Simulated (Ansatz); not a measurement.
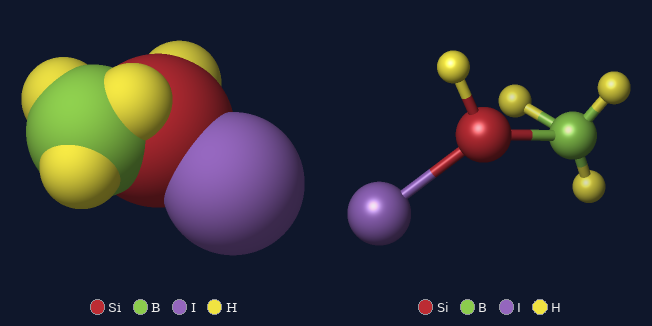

The same structure drawn twice, from different directions.

The computed structure is the end point of a PBE0-D4/def2-TZVP optimisation. No frequency run is at hand to confirm it as a minimum.

> Count the atoms of each element.

BH4ISi, 7 atoms: 1 boron, 4 hydrogen, 1 iodine and 1 silicon.

> Count the bonded pairs by element.

3 B–H, 1 B–Si, 1 Si–H, 1 I–Si. Sticks follow a distance rule.

> What is the point group of this geometry?

C1.

> How many sets of symmetry-equivalent atoms are there?

7: 1 Si, 1 B, 1 I, 1 H, 1 H, 1 H, 1 H.

The parts below concern this one geometry. Atoms keep their numbers from picture to picture.

### Geometry

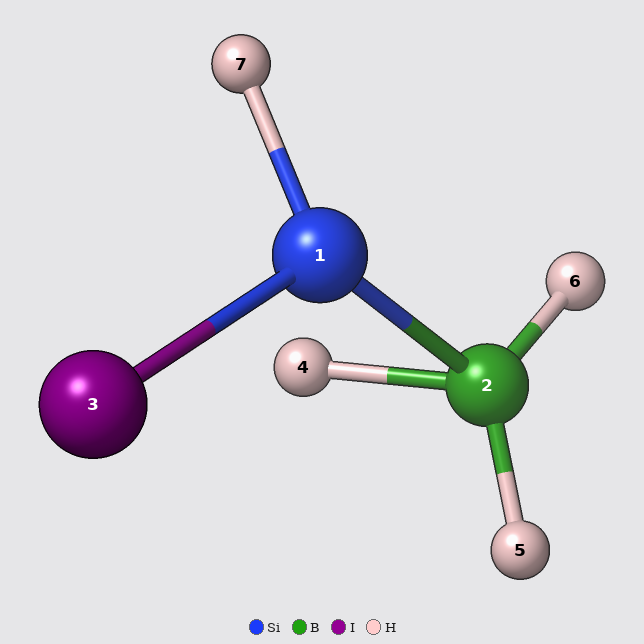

Atoms carry their numbers in the input. No frequency run is at hand to confirm it as a minimum.

Estimate the angles B2–Si1–I3, B2–Si1–H7, I3–Si1–H7, Si1–B2–H4, Si1–B2–H5, Si1–B2–H6, H4–B2–H5, H4–B2–H6, H5–B2–H6.

```csv
angle,degrees
B2–Si1–I3,125.4
B2–Si1–H7,122.4
I3–Si1–H7,106.2
Si1–B2–H4,62.2
Si1–B2–H5,120.6
Si1–B2–H6,113.3
H4–B2–H5,108.4
H4–B2–H6,105.5
H5–B2–H6,124.9
```

### Charges

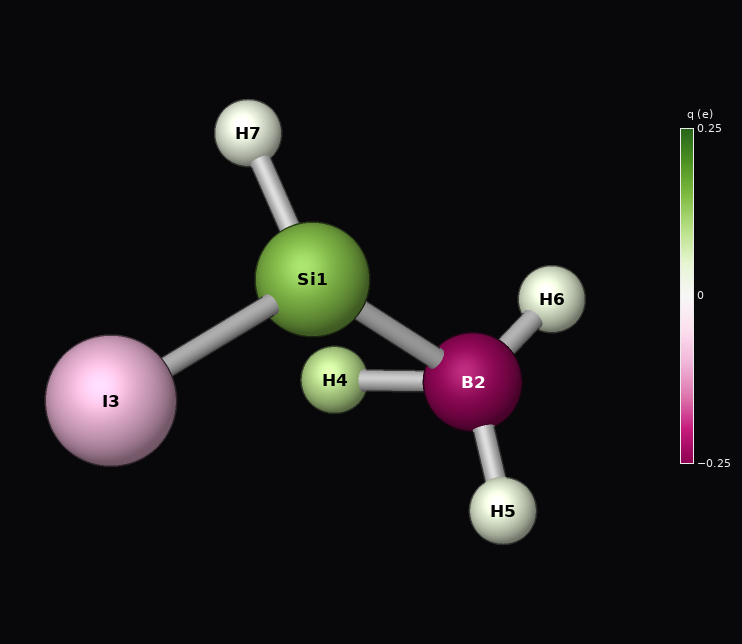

Atoms are coloured by their Mulliken charges. No frequency run is at hand to confirm it as a minimum. Level of theory: RKS PBE0-D4/def2-TZVP, core potentials on I (Ansatz 0.2.0).

Give the Mulliken charges atom by atom.

```csv
atom,value (e)
Si1,0.14
B2,−0.24
I3,−0.10
H4,0.09
H5,0.04
H6,0.04
H7,0.03
```

### Dipole moment

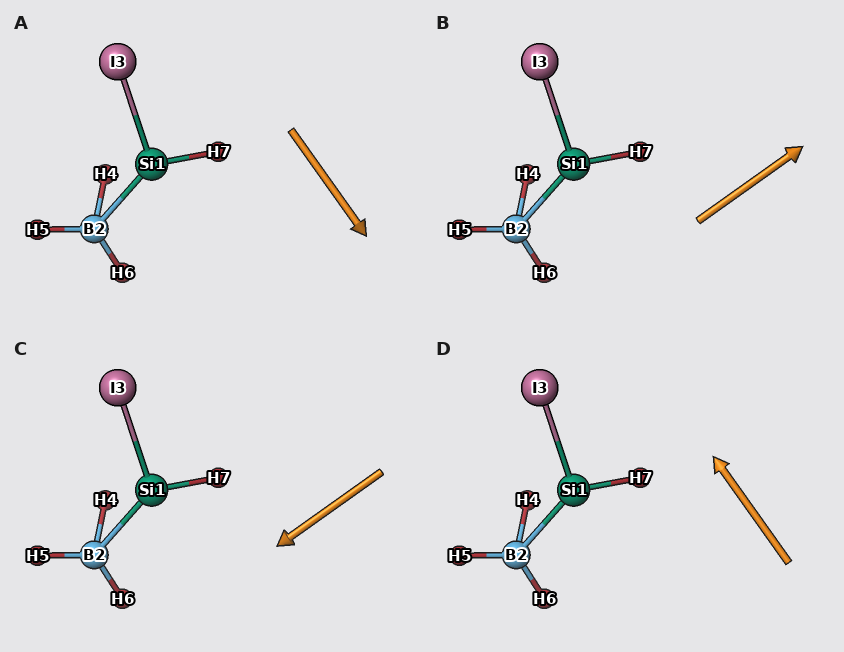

The same molecule four times, each with an arrow. No frequency run is at hand to confirm it as a minimum. Level of theory: RKS PBE0-D4/def2-TZVP, core potentials on I (Ansatz 0.2.0).

> Which arrow points along the dipole moment, from the negative to the positive end?

B. The dipole moment is 1.48 D; it points from the side of H5 to the side of H7 (the outermost atoms at the two ends).

### Electronic properties

No frequency run is at hand to confirm it as a minimum. Level of theory: RKS PBE0-D4/def2-TZVPP, core potentials on I (Ansatz 0.2.0).

> What is the LUMO energy (Kohn–Sham orbital)?

−2.05 eV.

> Give the dispersion correction at this level.

−12.4 kJ/mol.

> Give the HOMO energy (Kohn–Sham orbital) at this level.

−7.57 eV.

Mulliken values depend strongly on the basis set and can even reverse the polarity of a bond.
